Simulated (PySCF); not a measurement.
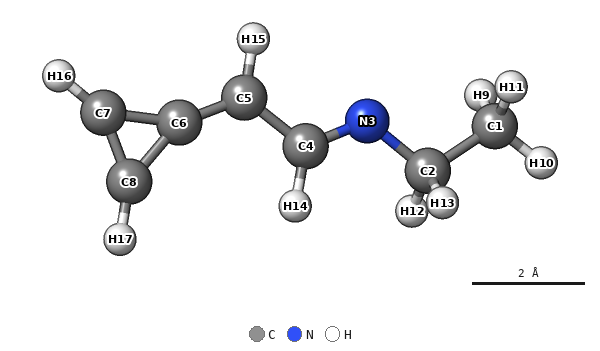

**Figure 1.** The input geometry (ball-and-stick view, seen at a tilt; atoms are numbered from 1 in the order of the input).

**NMR shielding calculation, with input and output: C7H9N**

The run: NMR shielding calculation of C7H9N. Method and program: GIAO PBE0/pcSseg-1 NMR shielding, non-relativistic, gas phase (PySCF 2.14.0).

The geometry comes from this level: GFN2-xTB. Figures and captions count atoms from 1; the log counts them from 0 in places.

### The program's output
```
coarse grid: 14248 points
cycle   1  E = -326.2227390733  dE =  1.303e+00  |g| = 4.894e-01  |ddm| = 3.802e+00
cycle   2  E = -326.1347591676  dE =  8.798e-02  |g| = 7.824e-01  |ddm| = 1.715e+00
cycle   3  E = -326.2882923654  dE = -1.535e-01  |g| = 1.631e-01  |ddm| = 1.162e+00
cycle   4  E = -326.2941278220  dE = -5.835e-03  |g| = 5.231e-02  |ddm| = 1.990e-01
cycle   5  E = -326.2946926865  dE = -5.649e-04  |g| = 1.858e-02  |ddm| = 6.896e-02
cycle   6  E = -326.2947761423  dE = -8.346e-05  |g| = 4.420e-03  |ddm| = 2.270e-02
cycle   7  E = -326.2947806601  dE = -4.518e-06  |g| = 1.605e-03  |ddm| = 5.005e-03
final grid: 137800 points
cycle   8  E = -326.3421494369  dE = -3.355e-05  |g| = 8.093e-03  |ddm| = 4.107e-02
cycle   9  E = -326.3421435357  dE =  5.901e-06  |g| = 9.655e-03  |ddm| = 1.667e-02
cycle  10  E = -326.3421658707  dE = -2.234e-05  |g| = 1.865e-03  |ddm| = 9.119e-03
cycle  11  E = -326.3421666507  dE = -7.800e-07  |g| = 3.654e-04  |ddm| = 1.887e-03
cycle  12  E = -326.3421666748  dE = -2.412e-08  |g| = 1.402e-04  |ddm| = 4.564e-04
cycle  13  E = -326.3421666791  dE = -4.330e-09  |g| = 4.626e-05  |ddm| = 1.883e-04
cycle  14  E = -326.3421666797  dE = -5.771e-10  |g| = 9.618e-06  |ddm| = 6.084e-05
```

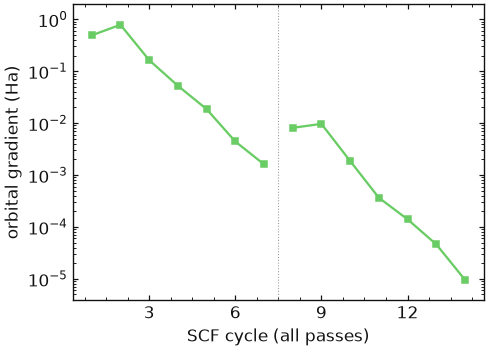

**Figure 2.** Convergence of the self-consistent field: orbital gradient against the SCF cycle. The dotted line marks the change from a coarse to the final integration grid. The first 7 cycles use a coarse grid, the final grid takes over at cycle 8, and the field converges after 14 cycles in all.

```
converged SCF energy = -326.3421666797

GIAO shielding tensors (ppm)
atom      isotropic    diamagn.    paramagn.     s11        s22        s33       span
  0 C      166.454     245.114     -78.660    151.238    165.126    182.998     31.761
  1 C      134.763     247.103    -112.340    107.979    129.431    166.879     58.900
  2 N      -92.743     329.267    -422.010   -407.689    -81.792    211.252    618.941
  3 C       22.055     253.023    -230.967    -74.614     34.300    106.480    181.094
  4 C       93.387     251.574    -158.188     34.904     91.905    153.351    118.447
  5 C       58.921     239.363    -180.442    -55.016     20.436    211.343    266.358
  6 C       41.730     266.926    -225.196    -77.087      7.843    194.433    271.520
  7 C       41.448     253.382    -211.934    -73.893      4.173    194.063    267.955
  8 H       30.129      29.107       1.022     26.977     28.072     35.340      8.363
  9 H       30.733      26.769       3.965     26.792     28.337     37.071     10.279
 10 H       30.127      28.819       1.308     26.973     28.072     35.337      8.363
 11 H       28.266      31.589      -3.323     23.981     28.949     31.869      7.888
 12 H       28.260      31.134      -2.874     23.964     28.942     31.874      7.911
 13 H       23.403      33.949     -10.546     21.647     22.012     26.551      4.904
 14 H       25.987      31.249      -5.261     22.949     26.396     28.617      5.669
 15 H       23.267      34.551     -11.284     20.786     24.190     24.824      4.039
 16 H       23.130      31.427      -8.297     20.605     24.353     24.432      3.827
```

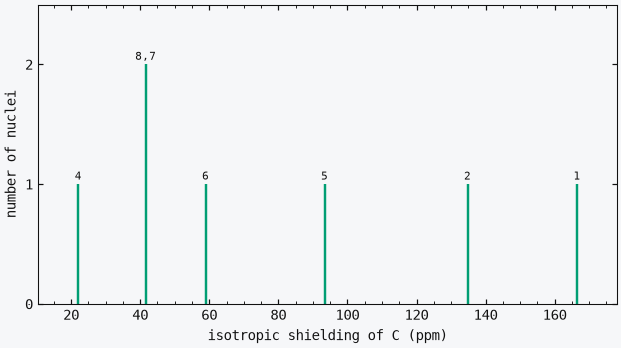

**Figure 3.** Isotropic shieldings of the carbon nuclei in this fixed geometry, labelled by atom number; shielding grows to the right, so chemical shift grows to the left. The least shielded is C4 (22.1 ppm), the most shielded C1 (166.5 ppm).

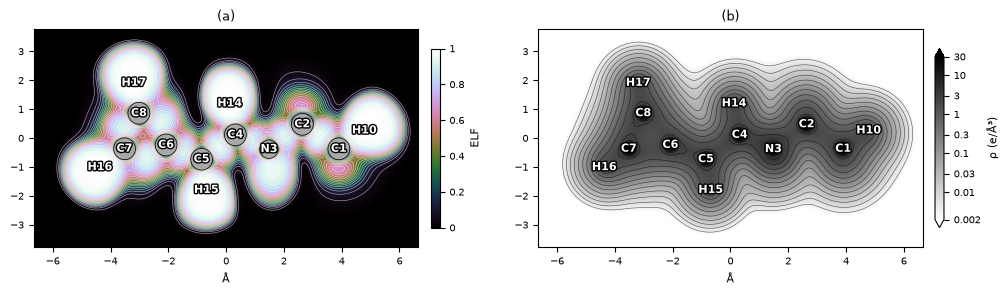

**Figure 4.** (a) ELF; (b) electron density on the plane of atoms C8, C7 and H16. Grey discs, where drawn, cover atomic cores. Atoms in the plane: C, N and H. C–N (1.26 Å): ρ is about 2.8 e/Å³ halfway; the ELF peaks at about 0.90 between the atoms (a double or triple bond). C–C (1.32 Å): ρ is about 2.2 e/Å³ halfway; the ELF peaks at about 0.90 between the atoms; a multiple bond by its length, whose ELF region spreads away from the axis. C–C (1.44 Å): ρ is about 1.9 e/Å³ halfway; the ELF peaks at about 0.95 between the atoms, which marks a shared electron pair.

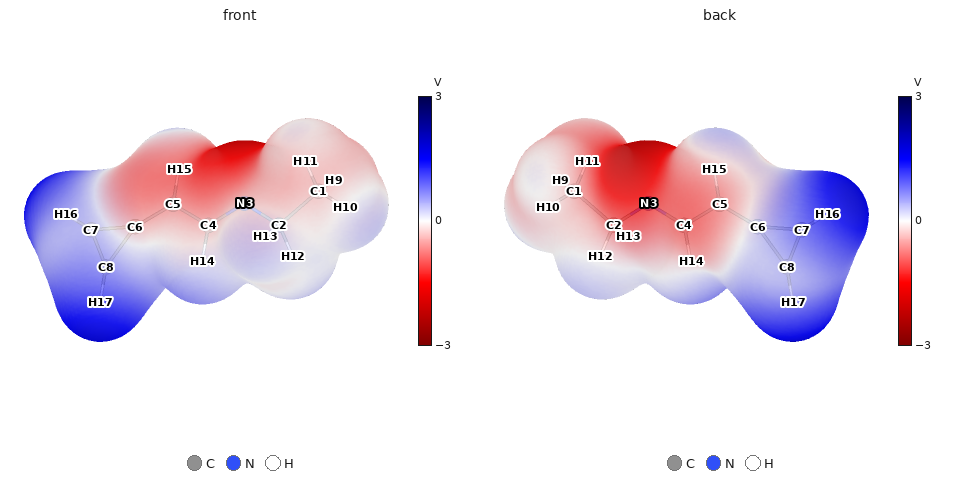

**Figure 5.** The electrostatic potential painted on the density surface at 0.002 e/bohr³, seen at a tilt and from behind; red is negative and blue positive.

This output came from the following input.

### The input
```
{"job": {"kind": "nmr", "xc": "PBE0", "basis": "pcSseg-1"}, "charge": 0, "multiplicity": 1}
C     -3.324468     0.074285     0.989013
C     -2.016054     0.739653     0.580588
N     -0.982030    -0.256078     0.487095
C      0.192943     0.074731     0.156168
C      1.243399    -0.904079     0.057247
C      2.481552    -0.583367    -0.285543
C      3.862553    -0.901542    -0.564435
C      3.498200     0.369437    -0.673503
H     -3.604106    -0.674670     0.253199
H     -4.119687     0.811944     1.066031
H     -3.203326    -0.419134     1.949253
H     -2.143708     1.250099    -0.384955
H     -1.742452     1.508017     1.318476
H      0.482915     1.114308    -0.072848
H      0.978426    -1.927463     0.276035
H      4.624207    -1.639684    -0.632465
H      3.764635     1.375574    -0.890570
```

The first line tells a small driver script what to run in PySCF; the rest is the geometry in Å.

Launched with:
```bash
OMP_NUM_THREADS=1 python <driver script> task.json out
```

### Key numbers

```csv
quantity,value
outcome,converged
total energy,−326.342167 hartree
HOMO,−5.98 eV
LUMO,−1.00 eV
dipole moment,4.30 D
"isotropic shielding, C",22.1 to 166.5 ppm
"isotropic shielding, N",−92.7 ppm
"isotropic shielding, H",23.1 to 30.7 ppm
hardware,"1 CPU thread, shared host"
wall time,40 s
peak memory,0.82 GiB
```
